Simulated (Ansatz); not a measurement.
# C2H2ClF (1-chloro-2-fluoroethylene) at B3LYP/6-31G(d) (spherical functions)

Aim: the vertical electron affinity of C2H2ClF (1-chloro-2-fluoroethylene) at B3LYP/6-31G* (spherical functions), from 2 runs. 

Program for the calculation: Ansatz 0.2.0.

47 further runs of the same task are left out: 47 set aside as unsound or not needed. Runs told in other sessions of the task aren't counted.

## Step 1: The system as given

C2H2ClF has 6 atoms, charge 0, and is taken as a singlet. As SMILES, `F/C=C/Cl`. Geometry: relaxed at PBE0-D4/def2-TZVP.

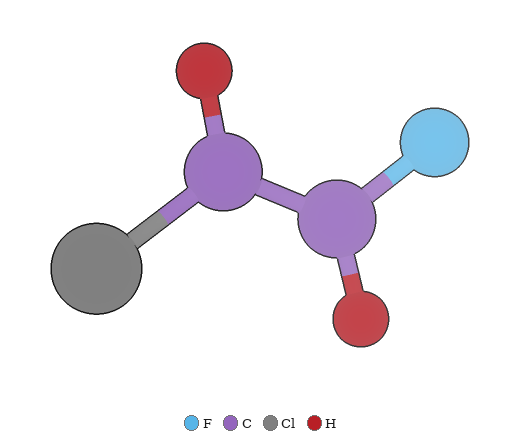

The structure, seen from a chosen angle (fluorine blue, carbon purple, chlorine grey, hydrogen red).

## Step 2: A single-point energy at B3LYP/6-31G(d) (spherical functions)

The input, input.yaml:

```yaml
basis:
  gaussian: {orbitals: 6-31G_st_-spherical.json}
crystal:
  periodic: [false, false, false]
  atoms:
    - symbol: F
      position_ang: [-0.308300, 1.774900, 0.089700]
    - symbol: C
      position_ang: [-0.015000, 0.565100, -0.386500]
    - symbol: C
      position_ang: [0.005100, -0.486500, 0.411700]
    - symbol: Cl
      position_ang: [0.378700, -2.049200, -0.181100]
    - symbol: H
      position_ang: [0.191800, 0.551900, -1.449500]
    - symbol: H
      position_ang: [-0.210300, -0.420200, 1.469400]
hamiltonian: {xc: {name: B3LYP}}
accuracy: high
output: {orbitals: {seedname: orbitals}}
```

The basis set 6-31G* is read from a file made from the Basis Set Exchange's data (not shown).

On the command line:

```bash
$ ansatz run input.yaml --threads 1 --pin off --max-ram 2610MiB --events-out events.jsonl --progress --plain --runs-dir runs
```

Log:

```text
Warning: RAYON_NUM_THREADS=1 ignored (pool sized by the plan → 1); use --threads N
Functional definition: B3LYP
  name "B3LYP"
  parameter a0 = 0.2
  parameter ax = 0.72
  parameter ac = 0.81
  exchange = (1 - a0 - ax)*slater_x + ax*b88_x + a0*exact_x
  correlation = (1 - ac)*vwn_rpa_c + ac*lyp_c
1418 factors; integrals over basis functions are off by at most 3.7e-9 eV
mean field evaluation 1: about -17342.6089 eV, gradient 2.9e1 eV
mean field evaluation 2: about -17342.4415 eV, gradient 3.0e1 eV
mean field evaluation 4: about -17344.4791 eV, gradient 2.1e0 eV
mean field evaluation 8: about -17344.6479 eV, gradient 2.6e-1 eV
mean field evaluation 16: about -17344.6480 eV, gradient 1.8e-5 eV
mean field -17344.64804724 eV, -637.4040591115 hartree, gradient 3.0e-8 eV, S^2 0.000000; 0 other end points of the search recorded, 0 dependent functions left out
reference -17344.64807670 eV, -637.4040601940 hartree; 20, 20 occupied and 44, 44 virtual orbitals, 1418 factors
Total energy: -17344.64807670 eV, -637.4040601940 hartree
```

It took 3.6 s on 1 thread of Arm Neoverse V2, shared host; peak memory 0.18 GiB.

## Step 3: The doublet anion at the same level

The input, in.yaml:

```yaml
crystal:
  periodic: [false, false, false]
  atoms:
    - {symbol: F, position_ang: [-0.308300, 1.774900, 0.089700]}
    - {symbol: C, position_ang: [-0.015000, 0.565100, -0.386500]}
    - {symbol: C, position_ang: [0.005100, -0.486500, 0.411700]}
    - {symbol: Cl, position_ang: [0.378700, -2.049200, -0.181100]}
    - {symbol: H, position_ang: [0.191800, 0.551900, -1.449500]}
    - {symbol: H, position_ang: [-0.210300, -0.420200, 1.469400]}
basis:
  gaussian:
    orbitals: 6-31G_st_-spherical.json
total_charge: -1
magnetization:
  spin_polarized: true
  initial_magnetization: 1
hamiltonian:
  xc: {name: B3LYP}
accuracy: high
output: {orbitals: {seedname: orbitals}}
```

The basis set 6-31G* is read from a file made from the Basis Set Exchange's data (not shown).

On the command line:

```bash
$ ansatz run in.yaml --threads 1 --pin off --max-ram 2610MiB --events-out events.jsonl --progress --plain --runs-dir runs
```

Log:

```text
Warning: RAYON_NUM_THREADS=1 ignored (pool sized by the plan → 1); use --threads N
Functional definition: B3LYP
  name "B3LYP"
  parameter a0 = 0.2
  parameter ax = 0.72
  parameter ac = 0.81
  exchange = (1 - a0 - ax)*slater_x + ax*b88_x + a0*exact_x
  correlation = (1 - ac)*vwn_rpa_c + ac*lyp_c
1420 factors; integrals over basis functions are off by at most 3.7e-9 eV
mean field evaluation 1: about -17339.2428 eV, gradient 2.4e1 eV
mean field evaluation 2: about -17337.7654 eV, gradient 3.1e1 eV
mean field evaluation 4: about -17341.6939 eV, gradient 8.5e-1 eV
mean field evaluation 8: about -17341.8640 eV, gradient 9.8e-2 eV
mean field evaluation 16: about -17341.8640 eV, gradient 5.3e-5 eV
mean field evaluation 32: about -17341.8640 eV, gradient 2.2e-8 eV
mean field -17341.86403656 eV, -637.3017486060 hartree, gradient 2.2e-8 eV, S^2 0.753110; 2 other end points of the search recorded, 0 dependent functions left out
reference -17341.86406809 eV, -637.3017497646 hartree; 21, 20 occupied and 43, 44 virtual orbitals, 1420 factors
Total energy: -17341.86406809 eV, -637.3017497646 hartree
```

It took 10 s on 1 thread of Arm Neoverse V2, shared host; peak memory 0.25 GiB.

## Step 4: What came out

Level: B3LYP/6-31G* (spherical functions).

```
                                         quantity          value
                    singlet C2H2ClF: total energy  -637.40406 Eh
                     singlet C2H2ClF: HOMO energy       -6.91 eV
                     singlet C2H2ClF: LUMO energy        0.12 eV
                   singlet C2H2ClF: HOMO–LUMO gap        7.04 eV
                      doublet anion: total energy  -637.30175 Eh
doublet anion: HOMO energy (highest over α and β)        5.48 eV
 doublet anion: LUMO energy (lowest over α and β)        7.58 eV
                              doublet anion: ⟨S²⟩          0.753
vertical electron affinity (to the doublet anion)      -2.784 eV
```

**Reading.** The anion lies 2.78 eV (64 kcal/mol) above the neutral: the electron isn't bound at this level, and such a value depends on the basis. Without diffuse functions anions come out too high. The HOMO (doublet anion) lies at positive energy, 5.48 eV, from the functional's self-interaction, a short basis or an electron that isn't bound; only total energies against the neutral tell.
